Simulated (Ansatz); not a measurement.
Take MgO in the rock salt structure (space group Fm-3m, No. 225; a = 4.2044 Å) as the base.

One thing is altered: cell and atoms relaxed at a pressure of 30 GPa.

The values are results of r2SCAN (Ansatz, an electronic-structure program), scalar-relativistic without spin-orbit coupling, not measurements.

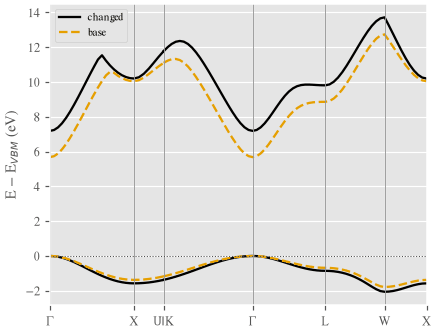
Fig. 1. Highest valence and lowest conduction band along the path, each from its own valence-band maximum

Problem. Read the changed gap and its character from the plot.

Solution. About 7.2 eV, direct at Γ.

Load acts through the strain it causes; cell and atoms are relaxed under it. Whether these cells are dynamically stable was not tested. Competing high-pressure phases were not computed.
